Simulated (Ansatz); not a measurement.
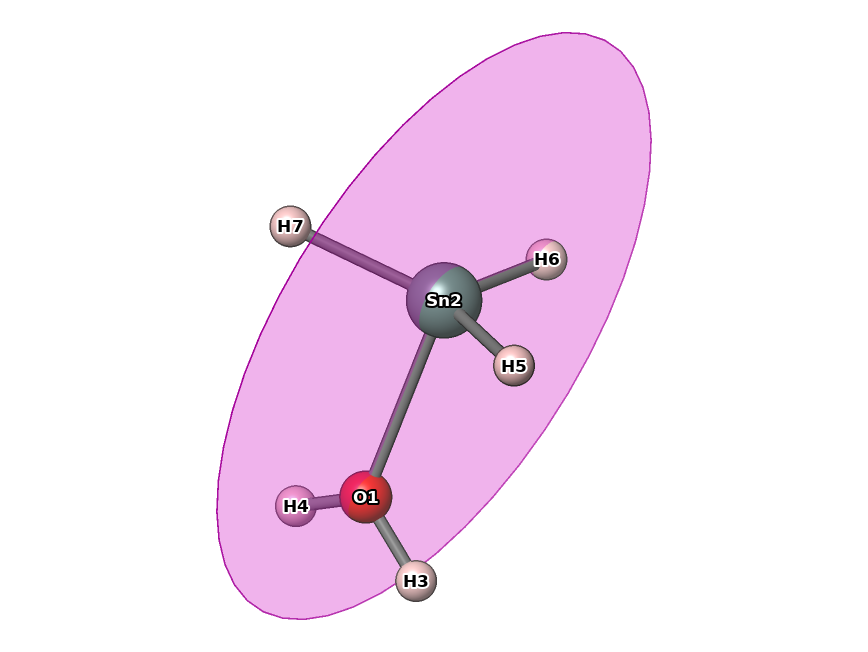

A disc through the centre of mass is drawn in. Distant atoms are faded towards the background colour. State: charge +1, singlet. Computed geometry: PBE-D4/def2-SVP optimisation. No frequency run is at hand to confirm it as a minimum.

Is the plane of the disc a mirror plane of the structure?

Answer. Yes. The reflection leaves O1, Sn2, H6 in place and moves H3 ↔ H4; H5 ↔ H7. The point group is Cs.
